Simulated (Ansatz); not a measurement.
# A hypothetical structure for Cr2Tc, part 2 of 2

This structure for Cr2Tc is made up. Its elements were placed in a known structure type with a cell scaled to their sizes. What cell does the guess relax to, and how far off was it?

Ansatz 0.2.0; DFT, PBE, plane-wave PAW, files of the set soft_1, scalar-relativistic, ferromagnetic start, cell and ions relaxed at zero pressure; PAW set ansatz+soft_1 (the session's first sound run).

So far: The structure; Relaxing cell and atoms. The relaxed cell has a, b, c = 2.947, 4.219, 12.249 Å (conventional setting).

## (3) Bands of the relaxed cell

A second self-consistent run takes a narrower smearing and the mesh shown in its input; the bands follow along the standard path of the relaxed lattice.

This step: DFT, PBE, plane-wave PAW, files of the set soft_1, scalar-relativistic, no spin, bands and density of states at the relaxed cell; PAW set ansatz+soft_1 (Ansatz 0.2.0).

Contents of input.yaml:

```yaml
crystal:
  lattice:
    - [0.0, 2.109701615, 6.1245804085]
    - [1.4735782186, 0.0, 6.1245804085]
    - [1.4735782186, 2.109701615, 0.0]
  atoms:
    - { symbol: Tc, position: [0.0, 0.0, 0.0] }
    - { symbol: Cr, position: [0.6726460831, 0.6726460831, 0.3273539169] }
    - { symbol: Cr, position: [0.3273539169, 0.3273539169, 0.6726460831] }
kpoints:
  mp_grid: { grid: [14, 14, 14] }
  band_path:
    path:
      - [[0.0, 0.0, 0.0], [0.5, 0.0, 0.5], [1.0, 0.5, 0.5], [0.5, 0.5, 0.0], [0.0, 0.0, 0.0], [0.0, 0.38643973, 0.38643973], [0.5, 0.14250461, 0.64250461], [0.5, 0.0, 0.5]]
      - [[1.0, 0.5, 0.5], [1.0, 0.61356027, 0.61356027]]
      - [[0.0, 0.38643973, 0.38643973], [0.5, 0.85749539, 0.35749539], [0.5, 0.5, 0.0]]
      - [[0.5, 0.5, 0.5], [0.0, 0.0, 0.0]]
    npoints: 7
scf:
  occupations: { method: fermi_dirac, width: 0.03 }
  n_extra_bands: 7
hamiltonian:
  xc: pbe
  pseudopotentials: { kind: paw, azcp: { Cr: "soft_1/Cr.paw.azcp" } }
output:
  forces: true
  stress: true
  write_bands: true
  dos: { projected: true }
  write_density: true
  write_potential: true
  elf: true
  volumetric_format: npy
```

Launch:

```bash
> ansatz run input.yaml --threads 4 --pin off --max-ram 8192MiB --backend cpu --events-out ev --progress --plain --runs-dir out
```

Numbers of over 12 decimals in the logs are rounded to 6 here.

The log of the run:

```text
[...]
Crystal: 3 atoms, lattice volume = 38.080 Å³
Basis set: ecut = 500 eV, 957 PW (Γ), FFT grids on a1−a2, a2, a3, exchange–correlation on 40×96×40 points (8 copies of the dense FFT grid, shifted against one another)
Bands: 29, of which v1, the nominal top of the filled ones, is band 22 counted from 1 (21 counted from 0)
Symmetry: 8 space group operations
[...]
k-points: 428 of 2744
[...]
SCF iter   1: F=—  HF=-12156.958796 eV  |F-HF|=—  |Δ(HF+E_count)|=         —  Δρ=2.28e-1  dr2=2.15e1  ethr=3.10e-3  ⟨swp⟩=4.4  Hψ=42817  notcnv=0
[...]
SCF iter   9: F=-12153.247634 eV  HF=-12153.247634 eV  |F-HF|=2.81e-9  |Δ(HF+E_count)|=   1.03e-8  Δρ=4.06e-6  dr2=4.74e-9  ethr=2.33e-10  ⟨swp⟩=10.6  Hψ=67589  notcnv=0
SCF 1 converged in 9 iterations: F = -12153.247634 eV  dr2 = 4.74e-9
[...]
NSCF: frozen V_eff on 81 k-points
SCF converged after 9 iterations
Free energy (F): -12153.247634 eV
[...]
Internal energy: -12153.237534 eV  (E = F + TS)
E sigma→0 (E₀):  -12153.242584 eV
Entropy (-TS):   -0.010101 eV (-3.367 meV/atom)
Fermi energy:    20.490248 eV
[...]
--- Forces (eV/Å), atoms counted from 1 ---
  atom   1  Tc     0.00000000     0.00000000     0.00000000
  atom   2  Cr    -0.00000000     0.00000000     0.01747771
  atom   3  Cr     0.00000000     0.00000000    -0.01747771
  max |Σ_I F_I| component: 2.44e-28 eV/Å
--- Stress (GPa, compression-positive) ---
       -0.959362       0.000000       0.000000
        0.000000       0.647588      -0.000000
        0.000000      -0.000000       0.118767
  P = ⅓ Tr σ = -0.0643 GPa (-0.643 kbar)
--- Band table (eV; the first three rows and the last of 428) ---
  k-point 0: bands = [... 18 lower, 18.8602, 19.3854, 19.5660, 19.8412, 20.9241, 21.2310, 21.3151, 21.3777, ... 3 higher]
  k-point 1: bands = [... 18 lower, 18.7790, 19.1459, 19.5863, 19.6721, 20.8309, 21.1184, 21.2643, 21.4231, ... 3 higher]
  k-point 2: bands = [... 18 lower, 18.5590, 19.0004, 19.3801, 19.7933, 20.6986, 20.9739, 21.0875, 21.4553, ... 3 higher]
  k-point 427: bands = [... 18 lower, 19.3884, 19.5502, 19.7424, 19.8355, 20.7089, 20.9618, 21.3005, 21.3082, ... 3 higher]
```

Run time: 12 s. Hardware: 4 threads of Arm Neoverse V1, shared host; peak memory 0.7 GiB.

This step gave:

```yaml
free_energy: -12153.2476 eV
energy_at_zero_smearing: -12153.2426 eV
smearing_term_ts: 0.01010 eV
fermi_energy: 20.49 eV
pressure: -0.06434 GPa
```

bands.tsv at the labelled points (eV, zero at the Fermi level; the bands that come nearest the Fermi level along the path):

```tsv
point	band 18	band 19	band 20	band 21	band 22	band 23	band 24	band 25
Γ	-1.72	-1.63	-1.10	-0.92	-0.65	0.43	0.74	0.82
Y	-3.25	0.14	0.68	0.77	0.78	0.91	1.04	1.36
T	-2.48	-1.92	-1.56	-0.25	0.32	1.89	2.23	2.33
Z	-1.93	-1.10	-0.94	-0.75	-0.65	0.22	0.47	0.81
Γ	-1.72	-1.63	-1.10	-0.92	-0.65	0.43	0.74	0.82
X	-2.59	-2.53	-2.02	0.64	0.96	0.98	1.17	1.40
A1	-2.92	-1.62	-1.61	-1.46	0.77	0.82	1.21	1.44
Y	-3.25	0.14	0.68	0.77	0.78	0.91	1.04	1.36
T	-2.48	-1.92	-1.56	-0.25	0.32	1.89	2.23	2.33
X1	-2.59	-2.53	-2.02	0.64	0.96	0.98	1.17	1.40
X	-2.59	-2.53	-2.02	0.64	0.96	0.98	1.17	1.40
A	-2.92	-1.62	-1.61	-1.46	0.77	0.82	1.21	1.44
Z	-1.93	-1.10	-0.94	-0.75	-0.65	0.22	0.47	0.81
L	-2.15	-1.61	-1.12	0.62	0.63	0.85	1.03	1.23
Γ	-1.72	-1.63	-1.10	-0.92	-0.65	0.43	0.74	0.82
```

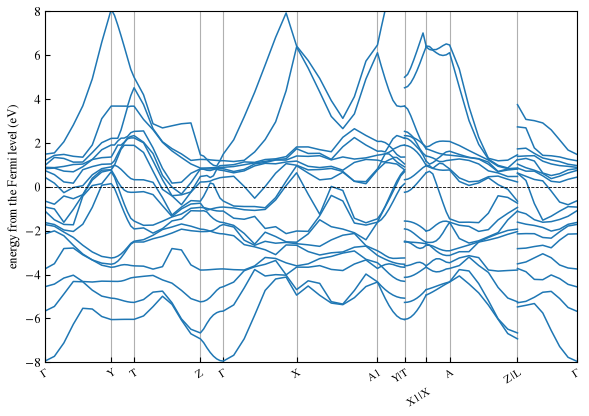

Bands along the path. 12 bands lie wholly below the window drawn.

States per cell as run, both spins, in windows of 1 eV, from dos.tsv (zero at the Fermi level):

```
from  to  total
  -8  -7   0.11
  -7  -6   0.30
  -6  -5   1.65
  -5  -4   2.85
  -4  -3   3.30
  -3  -2   4.48
  -2  -1   4.08
  -1   0   2.21
   0   1   5.48
```

Below -8 eV lie 24.0 more states.

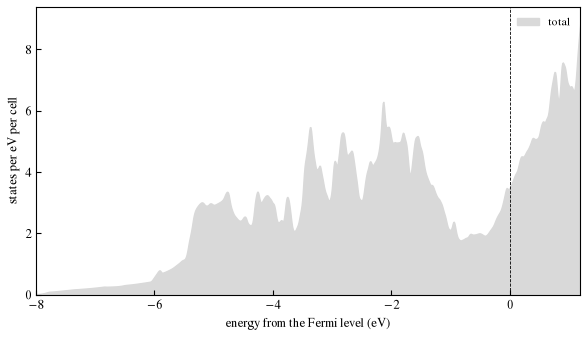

Total density of states, smoothed over about 0.04 eV.

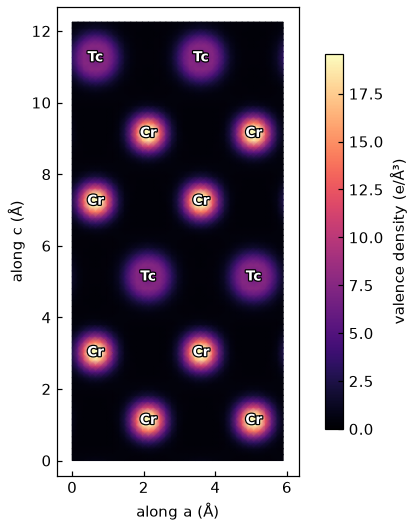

Valence density in the ac plane of the conventional cell at fractional y = 0.000, with atoms of Tc and Cr within 0.2 Å of it. It is the smooth field of the valence electrons, not physical close to the nuclei. The map starts off the cell's origin, so that atoms lie inside it.

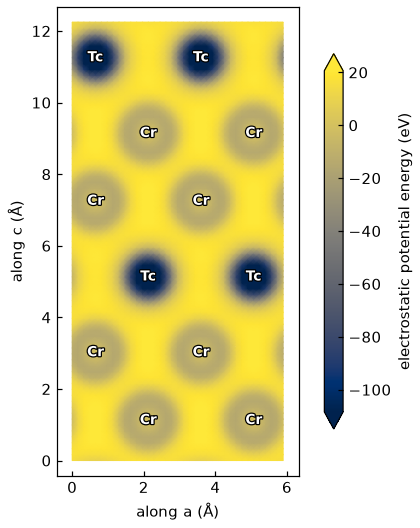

Electrostatic potential energy in the ac plane of the conventional cell at fractional y = 0.000, with atoms of Tc and Cr within 0.2 Å of it. With pseudopotentials it is smooth inside the atoms' cores, unlike the true potential. The map starts off the cell's origin, so that atoms lie inside it.

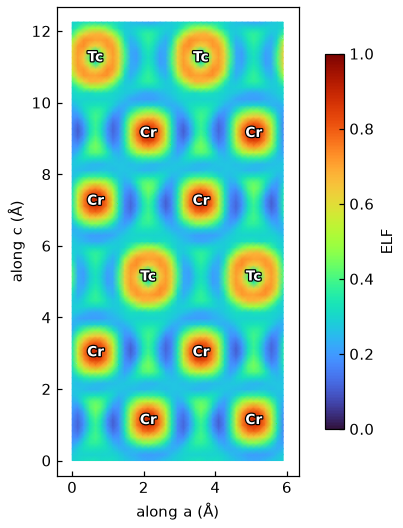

ELF in the ac plane of the conventional cell at fractional y = 0.000, with atoms of Tc and Cr within 0.2 Å of it. It is the smooth field of the valence electrons, not physical close to the nuclei. The map starts off the cell's origin, so that atoms lie inside it.

## (4) Outcome

| Quantity | Value |
| --- | --- |
| space group, relaxed | Fmmm |
| conventional cell | a = 2.947, b = 4.219, c = 12.249 Å; α = 90.0°, β = 90.0°, γ = 90.0° |
| volume per atom | 12.69 Å³ (guess 12.76) |
| total moment | 0.00 μB in the cell of 3 atoms |

In words: Cr2Tc relaxes to Fmmm with a = 2.947, b = 4.219 and c = 12.249 Å. The guessed volume was near the relaxed one. The space group Fmmm was held in the relaxation, so the end point is a stationary structure within it and may be a saddle against distortions or other arrangements. The moments died out from this one start and weren't seeded again at the relaxed cell. Bands cross the Fermi level, so it is a metal or semimetal at this level. The electron count is odd, which forces that without spin polarisation or a larger cell. On the 14×14×14 mesh with the narrower smearing (relaxed on 11×11×11) the largest force component is 0.017 eV/Å and the largest stress component is 0.959 GPa, against the relaxation's thresholds of 0.015 eV/Å and 0.05 GPa. The cutoff wasn't tested. No dispersion term is used, so weakly bound directions may come out too long. Nothing here tests whether the compound is stable against decomposition.

[Logs are printed without paths, hosts, clocks, repeated set-up lines and the standing remarks that a program may print on its own settings, such as how far it seeks lower states.]

[Hosts, paths, dates, database ids (printed as entryN), source tags and the programs' standing remarks are cut or masked in the printed files.]
